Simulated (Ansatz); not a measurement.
The calculation's input:

```
crystal:
  periodic: [false, false, false]
  atoms:
    - {symbol: C, position_ang: [1.028536, 1.475390, 0.060276]}
    - {symbol: B, position_ang: [0.005337, 1.362891, 1.131715]}
    - {symbol: O, position_ang: [-0.001264, 0.756143, -0.155794]}
    - {symbol: H, position_ang: [-0.660845, 1.421777, 2.111098]}
    - {symbol: H, position_ang: [1.860233, 1.645385, -0.642794]}
basis:
  gaussian:
    orbitals: def2-TZVPD
total_charge: 1
hamiltonian:
  xc: pbe0
output:
  forces: true
  orbitals: {seedname: orbitals}
```

Run with:

```sh
ansatz run input.yaml --threads 1 --pin off --max-ram 2610MiB --events-out events.jsonl --progress --plain --runs-dir runs
```

Geometry: PBE0-D3(BJ)/def2-SVP.

Method: Ansatz 0.2.0, isolated molecule in a Gaussian basis; Kohn-Sham density functional theory, functional PBE0.

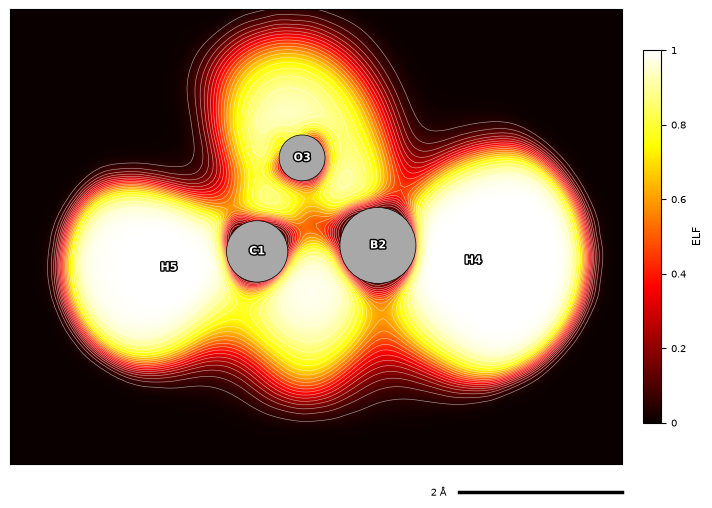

CH₂BO (charge +1). Electron localisation function on the molecular plane. Grey discs cover the atomic cores.

### Interpret the plot.

- Atoms in the plane: C, B, O and H.
- C–O (1.27 Å): the ELF peaks at about 0.85 between the atoms; a polar covalent bond.
- B–O (1.42 Å): the ELF peaks at about 0.85 between the atoms, as expected for a polar covalent bond.
- C–B (1.49 Å): the ELF peaks at about 0.80 between the atoms: a covalent bond.
- C–H (1.10 Å): the ELF climbs to about 1 towards the hydrogen, as it does in any bond to H (an ordinary covalent bond to hydrogen).
- B–H (1.19 Å): the ELF climbs to about 1 towards the hydrogen: a covalent bond by its length.
- The ELF also peaks beside O3, away from the bonds: lone-pair regions.
